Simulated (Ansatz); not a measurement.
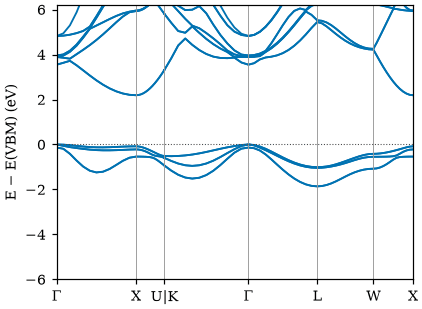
Figure. Band structure from DFT-PBE with spin–orbit coupling in the program Ansatz with PAW potentials

**Question.** Read off the gap and where the band edges lie.

**Answer.** About 2.2 eV (2.19 eV by a search for the band edges); maximum at Γ, minimum at X.

The material is BaS (rock salt, Fm-3m).

The PBE relaxation kept the symmetry of its start.

Potentials: the later of the program's two PAW sets.
